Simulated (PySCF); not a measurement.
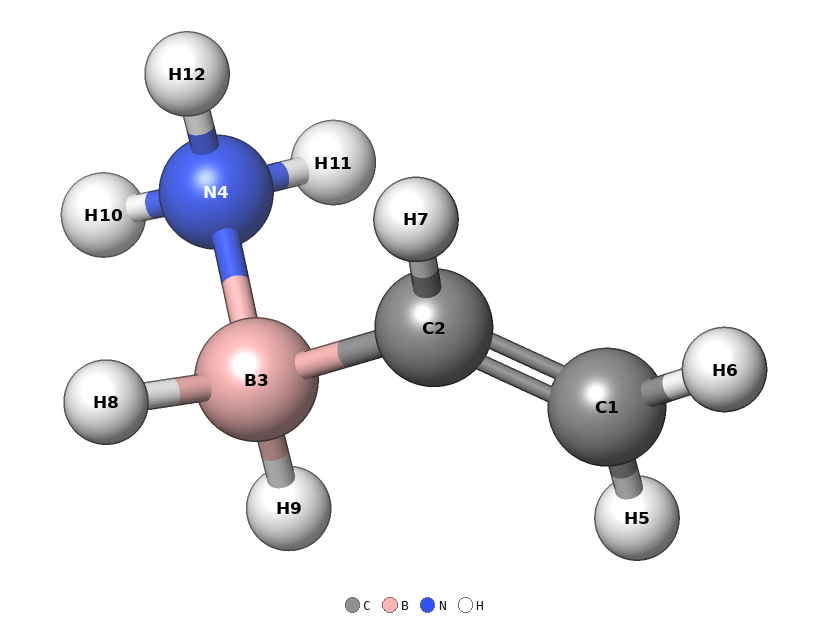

The geometry was computed by an optimisation with PBE0-D3(BJ)/def2-SVP. No frequency run is at hand to confirm it as a minimum. Level of theory: B3LYP/pcJ-1 indirect spin-spin coupling, non-relativistic, gas phase (PySCF 2.14.0). Isotopes: 11B, 13C, 1H, 15N.

Give the spin–spin coupling constants of these pairs, with the number of bonds between them: N4/H12, B3/H10, N4/H8, C1/N4.

```tsv
pair	bonds apart	J (Hz)
N4, H12	1	−71.1
B3, H10	2	−2.1
N4, H8	2	−2.8
C1, N4	3	−2.7
```
